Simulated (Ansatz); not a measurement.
C₂H₅FSi (SMILES FC=C[SiH3])

The calculation's input:

```
crystal:
  periodic: [false, false, false]
  atoms:
    - {symbol: F, position_ang: [-1.259910, 2.360947, 0.506445]}
    - {symbol: C, position_ang: [-0.578298, 1.355015, -0.047994]}
    - {symbol: C, position_ang: [-0.336667, 0.219878, 0.584949]}
    - {symbol: Si, position_ang: [0.614064, -1.145010, -0.228863]}
    - {symbol: H, position_ang: [-0.264164, 1.599597, -1.058088]}
    - {symbol: H, position_ang: [-0.716107, 0.118066, 1.598614]}
    - {symbol: H, position_ang: [1.843722, -1.465586, 0.542810]}
    - {symbol: H, position_ang: [-0.206653, -2.381573, -0.316290]}
    - {symbol: H, position_ang: [0.992513, -0.707635, -1.598485]}
basis:
  gaussian: {orbitals: def2-TZVPP}
hamiltonian: {xc: pbe0, dispersion: d4}
output: {orbitals: {seedname: orbitals}}
```

Launched as:

```sh
ansatz run in.yaml --threads 2 --pin off --events-out ev --progress --plain --max-ram 4352MiB
```

Geometry: PBE0-D4/def2-TZVP.

Level of theory: RKS PBE0-D4/def2-TZVPP in Ansatz 0.2.0.

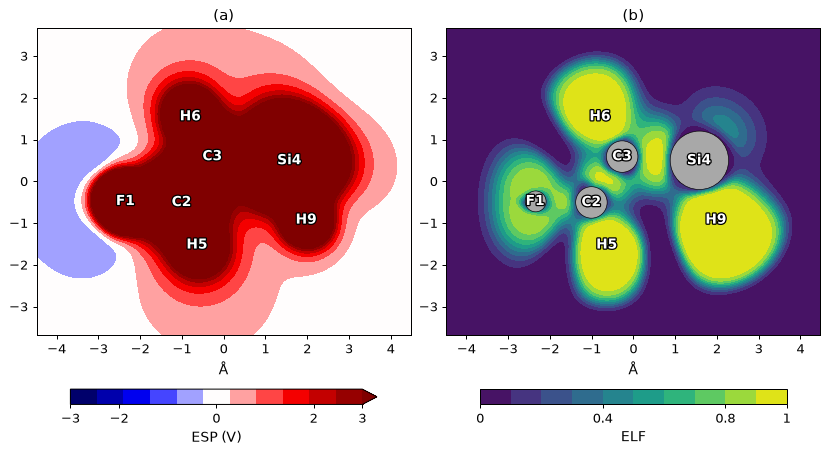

Figure 1. (a) electrostatic potential; (b) electron localisation function on the plane of atoms Si4, C3 and H6. Grey discs cover the atomic cores in the ELF map.

Read the bonding off the picture.

- Atoms in the plane: F, C, Si and H.
- C–C (1.32 Å): the ELF peaks at about 0.90 between the atoms (a multiple bond).
- C–F (1.34 Å): the ELF peaks at about 0.85 between the atoms, as expected for a polar covalent bond.
- C–Si (1.85 Å): the ELF peaks at about 0.95 between the atoms, as expected for a shared electron pair.
- C–H (1.09 Å): the ELF climbs to about 1 towards the hydrogen, as it does in any bond to H; a covalent bond by its length.
- Si–H (1.49 Å): the ELF climbs to about 1 towards the hydrogen.
- The ELF also peaks beside F1, away from the bonds: lone-pair regions.
- Outside the dense part of the molecule the potential is most negative (−0.6 V) near F1.

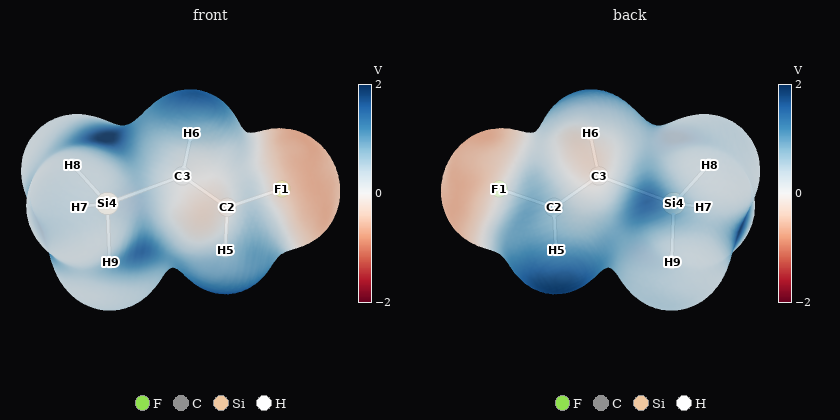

Figure 2. The molecular electrostatic potential painted on the density surface at 0.004 e/bohr³, seen from the front and from behind; the colour scale runs from red (negative) to blue (positive).

Which sites attract a positive test charge, and which a negative one?

A positive charge is drawn to the negative regions and a negative charge to the positive ones. The most negative region (about −0.6 V) lies over F1, the most positive (about +1.9 V) over Si4 and H5.

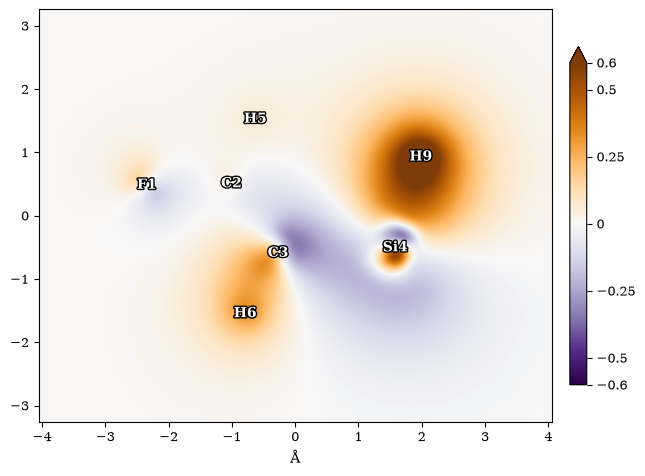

Figure 3. The HOMO−1 on the plane of atoms C3, C2 and H5 (values in Å⁻³ᐟ²; the overall sign is arbitrary).

Where does this orbital lie, and at what energy?

It lies mainly on Si4 (about 40 %), H9 (about 40 %) and C3 (about 10 %). Its energy is −9.78 eV.
